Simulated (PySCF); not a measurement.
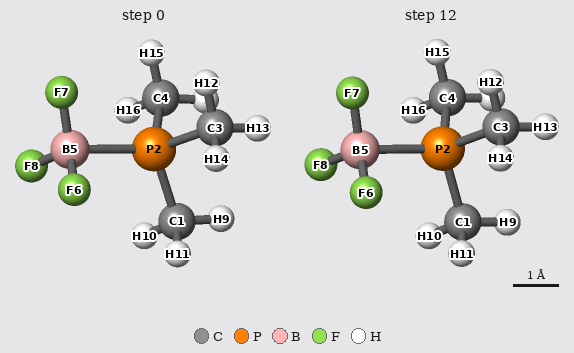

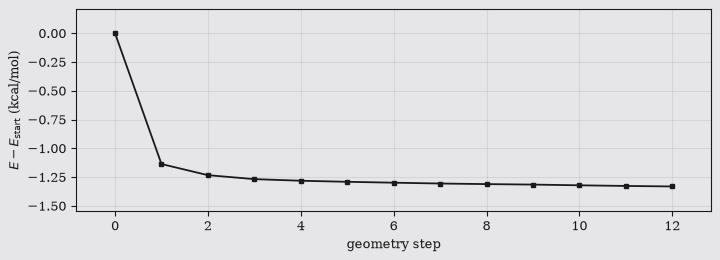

First and last geometry of a relaxation of C3H9BF3P, with the history of the run. Style: ball-and-stick. Shown at a tilt.

The start comes from GFN2-xTB.

These are results of PBE0-D3(BJ)/def2-SVP geometry optimisation, gas phase in PySCF 2.14.0, density-fitted response routines, not measurements. 

**What do the curves and the structures tell?**

It converged. The energy falls by 1.33 kcal/mol in 12 geometry steps. An F atom moves most after the best rigid fit: 0.14 Å. By element the largest moves are F 0.14 Å, H 0.08 Å, B 0.08 Å, P 0.05 Å, C 0.03 Å. Some distances before and after: B–P 2.088 → 2.059 Å, C–P 1.829 → 1.815 Å, B–F 1.358 → 1.372 Å, C–H 1.088 → 1.100 Å. Bond angles that change, for instance: C–P–B 114.3° → 111.4°, C–P–B 114.2° → 111.6°, C–P–C 104.3° → 106.5°.

```csv
step,"E − E(0), kcal/mol"
0,0.00
1,-1.14
2,-1.23
3,-1.27
4,-1.28
5,-1.29
6,-1.30
7,-1.31
8,-1.31
9,-1.31
10,-1.32
11,-1.33
12,-1.33
```
